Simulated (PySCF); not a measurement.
# C4H14Si4: what the fields show

Input

```
{"job": {"kind": "nmr", "xc": "PBE0", "basis": "pcSseg-1"}, "charge": 0, "multiplicity": 1}
C     -3.860489     0.110219    -0.539707
Si    -1.998757    -0.176451    -0.468675
Si    -0.562659     1.653345    -0.033114
Si     0.846569     0.172255     1.159626
C      2.082931    -0.637643     0.006404
C      1.839479    -0.706770    -1.482378
C      2.913973     0.181869    -0.951062
Si    -1.057993    -1.199526     1.447057
H     -4.397911    -0.847999    -0.608439
H     -4.197970     0.633053     0.367466
H     -4.129213     0.722457    -1.414157
H     -1.522803    -0.899609    -1.693910
H     -1.235119     2.581635     0.934133
H     -0.004087     2.460392    -1.165229
H      1.512327     0.697005     2.394157
H      2.588102    -1.512112     0.433607
H      2.130750    -1.624438    -2.000431
H      0.935581    -0.242831    -1.890462
H      2.752766     1.264190    -0.983676
H      3.955096    -0.117325    -1.100523
H     -0.881827    -2.686284     1.472557
H     -1.836726    -0.787495     2.661694
```

Launched as:

```sh
OMP_NUM_THREADS=1 python probes_run.py task.json out
```

Geometry: PBE0-D3(BJ)/def2-SVP.

Method: PySCF 2.14.0, PBE0/pcSseg-1, SCF density, gas phase, non-relativistic.

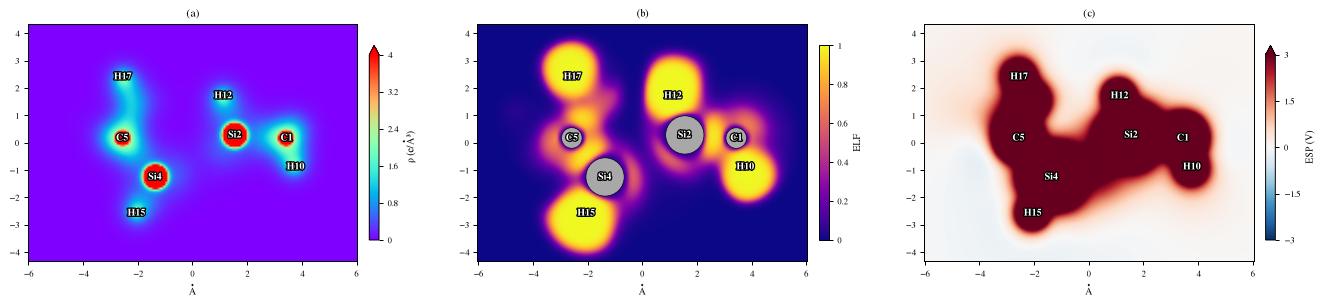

Figure 1. (a) total electron density; (b) electron localisation function; (c) molecular electrostatic potential on the plane of atoms Si2, C1 and H10. Grey discs cover the atomic cores in the ELF map.

**What does the map show?**

The section cuts through C, Si and H sites. C–Si (1.87 Å): the density is about 0.93 e/Å³ at the midpoint; the ELF peaks at about 0.95 between the atoms: localised, covalent bonding. C–H (1.10 Å): the density is about 1.9 e/Å³ at the midpoint; the ELF climbs to about 1 towards the hydrogen, as it does in any bond to H: an ordinary covalent bond to hydrogen. Si–H (1.50 Å): the density is about 0.75 e/Å³ at the midpoint; the ELF climbs to about 1 towards the hydrogen. The potential has no marked negative region in this plane.

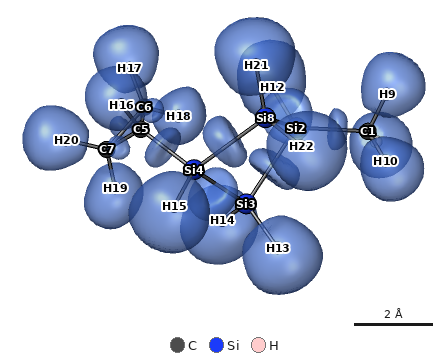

Figure 2. Isosurface of the electron localisation function at 0.85 (blue), seen from one side. Core shells and regions of very low density are left out.

**Describe the localisation domains.**

The ELF exceeds this value in three regions between bonded C–C atoms (shared pairs), two regions between bonded C–Si atoms (shared pairs), four regions between bonded Si–Si atoms (shared pairs) and 14 regions around hydrogen nuclei. Profiles from the grid: C–C (1.49 Å): the ELF peaks at about 0.90 between the atoms (localised, covalent bonding).

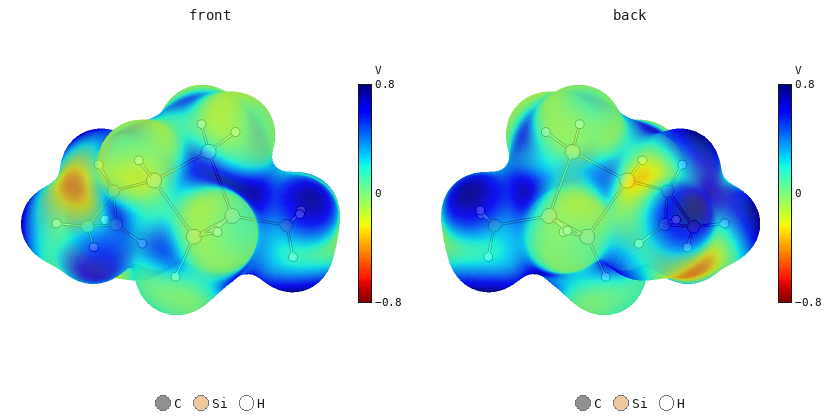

Figure 3. The electrostatic potential painted on the density surface at 0.002 e/bohr³, seen from the front and from behind; red is negative and blue positive.

**Describe the electrostatic potential map.**

The most negative region (about −0.4 V) lies over C5, C6 and C7, the most positive (about +0.8 V) over the H and Si atoms.
